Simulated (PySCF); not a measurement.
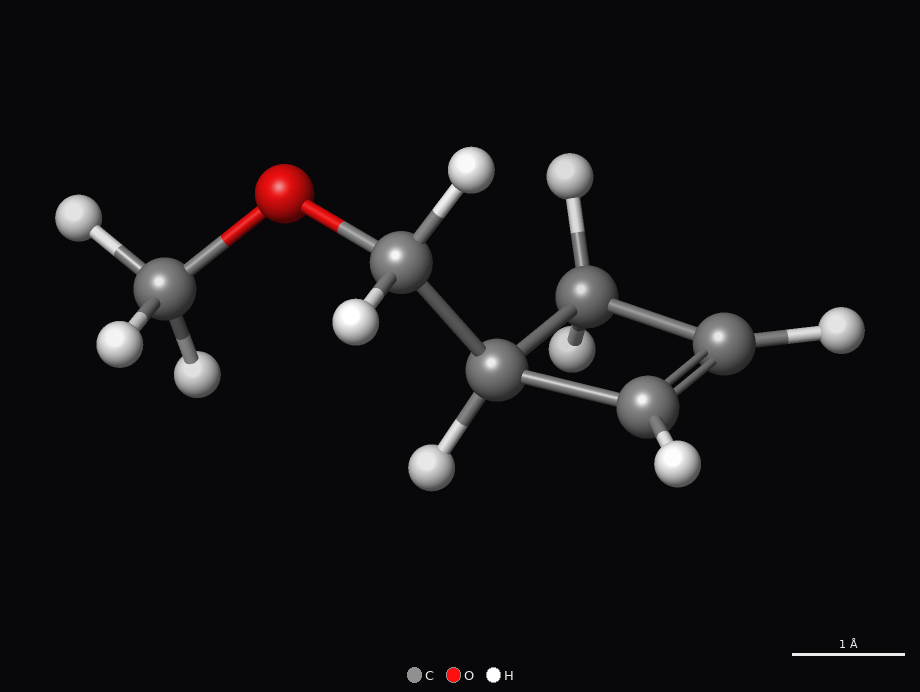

The picture shows a molecular structure as a ball-and-stick model. Double and triple bonds are drawn as two and three sticks.

The geometry was computed by an optimisation with GFN2-xTB. No frequency run is at hand to confirm it as a minimum.

Describe the molecule.

It has 17 atoms: 6 carbon, 10 hydrogen and 1 oxygen (C₆H₁₀O). Its SMILES string is `COC[C@@H]1C=CC1`. Independent rings (smallest set): 1 of 4 members. Among its groups: ether, alkene. The point group is C1. Coordination, clear cases only: 2 C tetrahedral; 1 O bent.

More results for the same structure follow; atom numbers are the same in all pictures, views and colours differ.

Shape

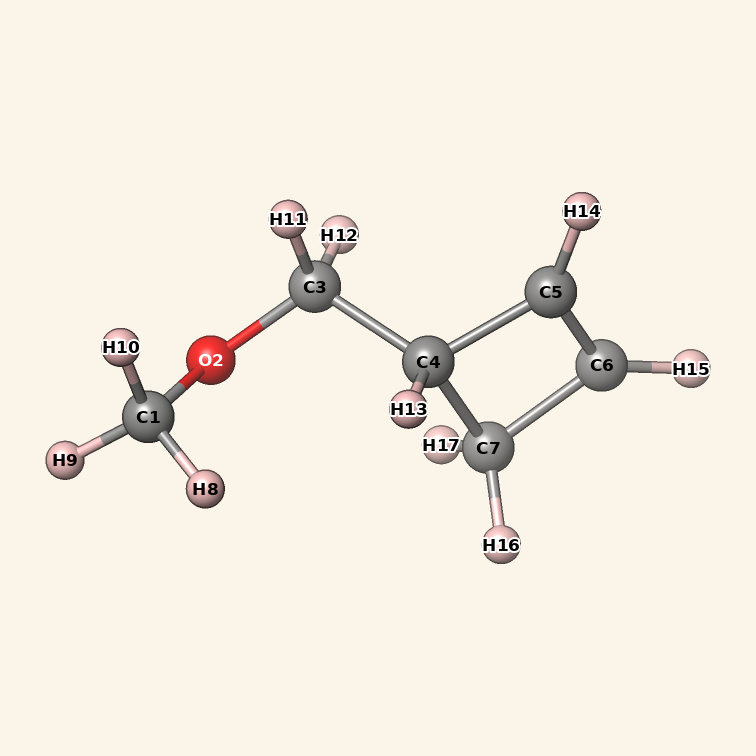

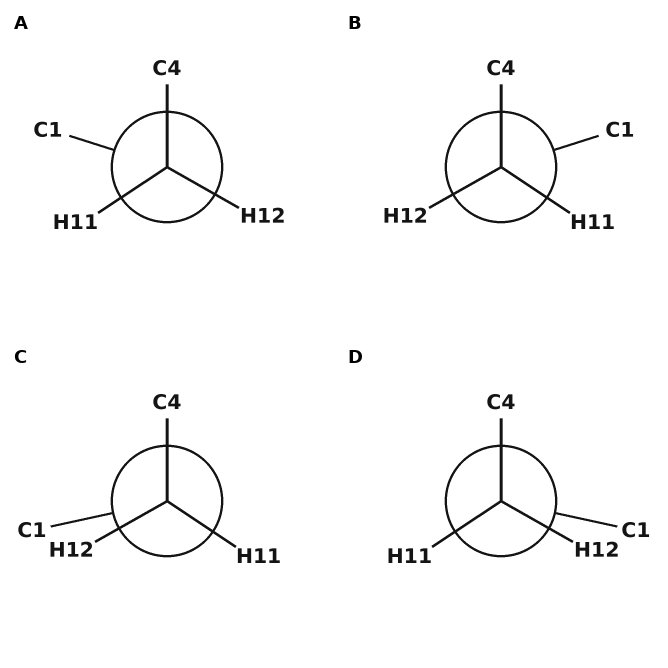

Distant atoms are faded towards the background colour. Bonds that would overlap in a projection are set slightly apart. No frequency run is at hand to confirm it as a minimum.

Which Newman projection shows the view along C3–O2, with C3 in front?

B. The torsion angle C4–C3–O2–C1 is 72°, synclinal (gauche).

Charges

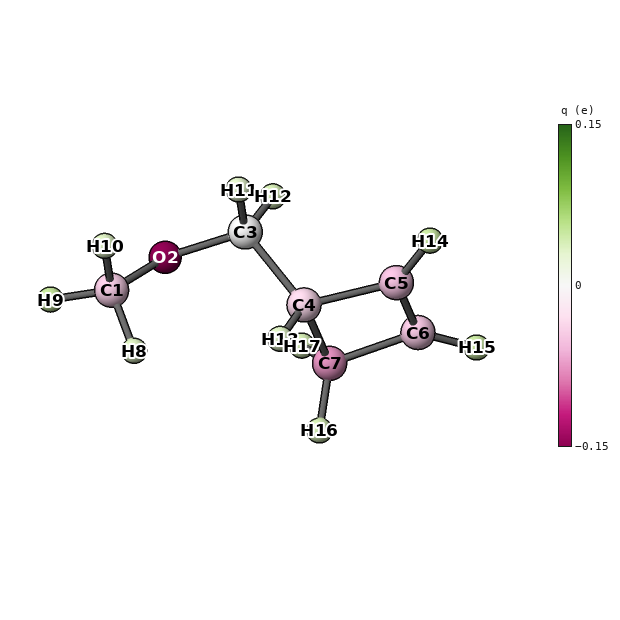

Atoms are coloured by their Hirshfeld charges. No frequency run is at hand to confirm it as a minimum. Properties computed with PBE0/pcSseg-1, gas phase (PySCF 2.14.0).

List the Hirshfeld charges.

```json
{"atom": "C1", "value (e)": "−0.04"}
{"atom": "O2", "value (e)": "−0.15"}
{"atom": "C3", "value (e)": "0.00"}
{"atom": "C4", "value (e)": "−0.04"}
{"atom": "C5", "value (e)": "−0.05"}
{"atom": "C6", "value (e)": "−0.05"}
{"atom": "C7", "value (e)": "−0.08"}
{"atom": "H8", "value (e)": "0.03"}
{"atom": "H9", "value (e)": "0.05"}
{"atom": "H10", "value (e)": "0.03"}
{"atom": "H11", "value (e)": "0.03"}
{"atom": "H12", "value (e)": "0.04"}
{"atom": "H13", "value (e)": "0.03"}
{"atom": "H14", "value (e)": "0.05"}
{"atom": "H15", "value (e)": "0.05"}
{"atom": "H16", "value (e)": "0.04"}
{"atom": "H17", "value (e)": "0.04"}
```

Polarisability

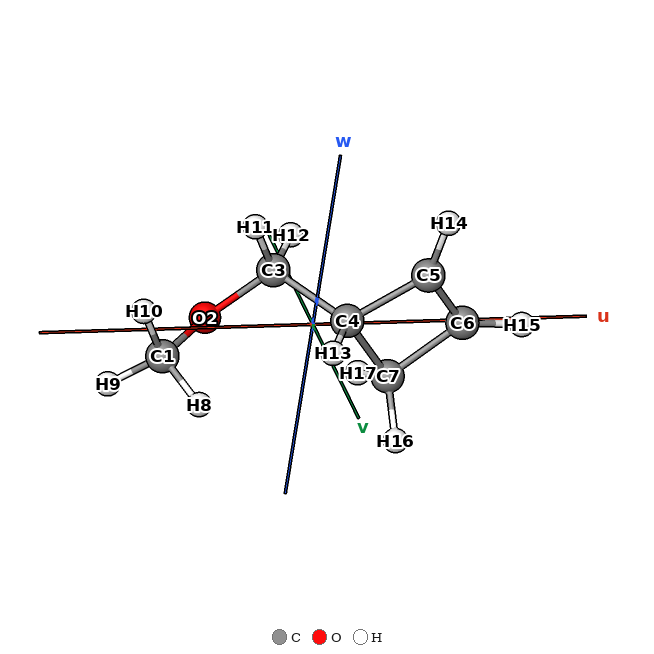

The lines u, v and w are the principal axes of the static dipole polarisability. No frequency run is at hand to confirm it as a minimum. Computed with PBE0/def2-SVPD (PySCF 2.14.0).

Along which axis is the molecule most polarisable, and along which least?

Most along u (close to the long direction C1···C6), least along v.

Give the three principal values.

u 86.7, v 60.5, w 73.5 bohr³; mean 73.6, anisotropy 22.7 bohr³.

NMR shielding

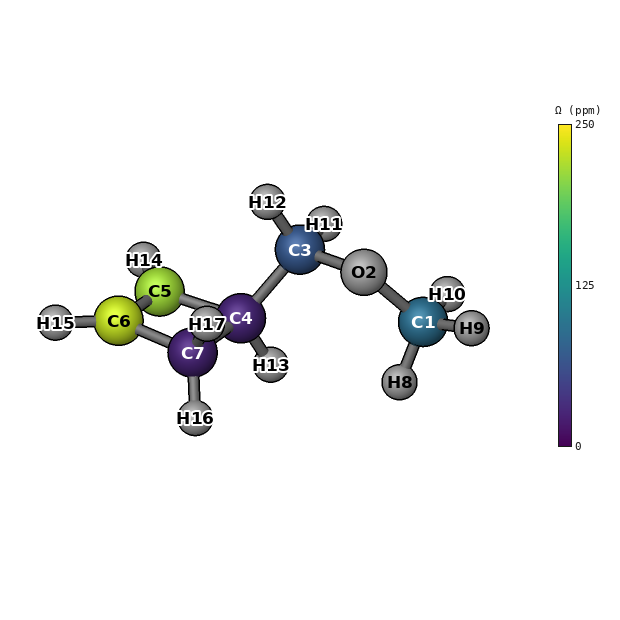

The C atoms are coloured by the span of their shielding tensor. No frequency run is at hand to confirm it as a minimum. Properties computed with GIAO PBE0/pcSseg-1 NMR shielding, non-relativistic, gas phase (PySCF 2.14.0). Principal shieldings σ11 ≤ σ22 ≤ σ33, span Ω = σ33 − σ11, skew κ = 3(σiso − σ22)/Ω.

Give the shielding tensors of the C atoms.

| atom | σ11 | σ22 | σ33 | σiso | Ω | κ |
| --- | --- | --- | --- | --- | --- | --- |
| C1 | 92.3 | 108.9 | 182.5 | 127.9 | 90.1 | 0.63 |
| C3 | 79.2 | 92.7 | 148.0 | 106.6 | 68.8 | 0.61 |
| C4 | 128.7 | 150.6 | 155.9 | 145.0 | 27.2 | −0.61 |
| C5 | −66.1 | 40.8 | 148.7 | 41.1 | 214.8 | 0.00 |
| C6 | −73.7 | 39.6 | 153.3 | 39.7 | 227.1 | 0.00 |
| C7 | 134.8 | 156.8 | 160.2 | 150.6 | 25.4 | −0.73 |

Shieldings and span in ppm.

Bond orders

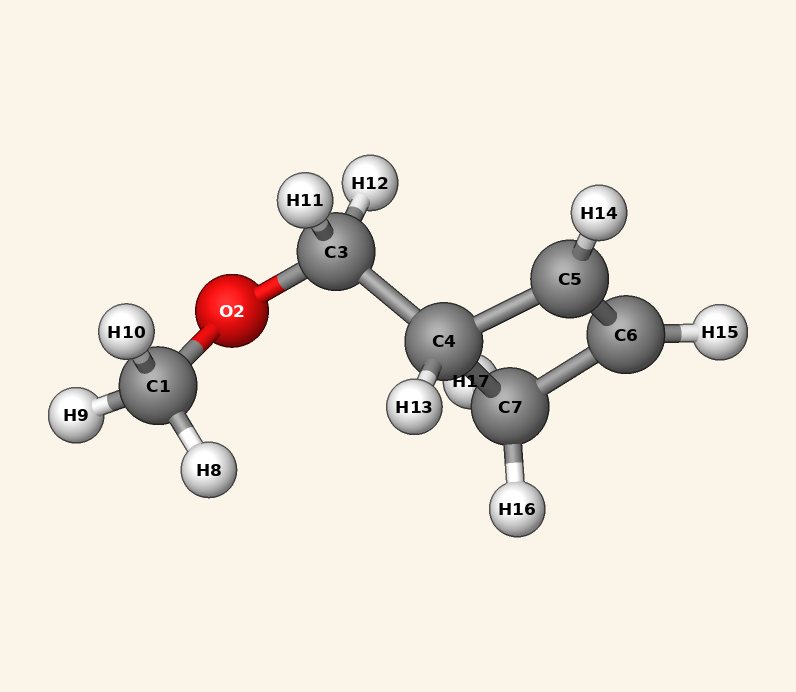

Every bond is drawn as one stick. No frequency run is at hand to confirm it as a minimum. Level of theory: PBE0/pcSseg-1 (PySCF 2.14.0).

Which bond between heavy atoms has the highest Mayer bond order?

C5–C6, 1.79, at a length of 1.329 Å.

List the Mayer bond orders of C1–O2, O2–C3, C3–C4, C4–C5, C4–C7, C5–C6, C6–C7 (bonds between heavy atoms, one of each equivalent set).

```csv
bond,Mayer order,length (Å)
C1–O2,0.94,1.405
O2–C3,0.94,1.409
C3–C4,0.97,1.529
C4–C5,1.01,1.508
C4–C7,1.00,1.555
C5–C6,1.79,1.329
C6–C7,1.05,1.503
```
